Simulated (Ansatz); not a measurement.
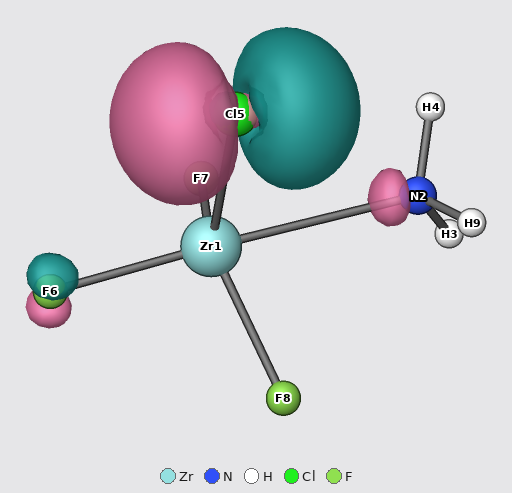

Figure. ClF$_{3}$H$_{3}$NZr. One frontier orbital at ±0.2 Å⁻³ᐟ² (teal and pink are the two phases), seen at an oblique angle.

Core potentials replace the inner electrons of Zr.

Level of theory: Ansatz 0.2.0, RKS B3LYP-D4/def2-SVP.

The calculation's input:

```
crystal:
  periodic: [false, false, false]
  atoms:
    - { symbol: Zr, position_ang: [0.013341, -0.132931, 0.058607] }
    - { symbol: "N", position_ang: [0.0468, -0.06571, 2.21286] }
    - { symbol: H, position_ang: [-0.784506, 0.107563, 2.785797] }
    - { symbol: H, position_ang: [0.724337, -0.582501, 2.777958] }
    - { symbol: Cl, position_ang: [2.208549, -0.365295, -0.800664] }
    - { symbol: F, position_ang: [-1.075953, 1.274236, -0.606907] }
    - { symbol: F, position_ang: [-0.937932, -1.699323, -0.438232] }
    - { symbol: F, position_ang: [1.301503, 2.495995, 1.274527] }
    - { symbol: H, position_ang: [0.998261, 1.958866, 1.973954] }
basis:
  gaussian: { orbitals: def2-SVP }
hamiltonian:
  xc: b3lyp
  dispersion: d4
relax:
  f_tol: 0.03
  max_steps: 50
output:
  orbitals: {}
```

Command:

```sh
ansatz run input.yaml --threads 4 --pin off --max-ram 5120MiB --backend cpu --events-out ev --progress --plain --runs-dir out
```

The fields are those of the run's last geometry, not of the input's.

Which orbital is it: HOMO or LUMO?

The HOMO, at −8.70 eV. By Hirshfeld shares it lies mainly on Cl5 (about 85 %); largely a lone pair of Cl5.
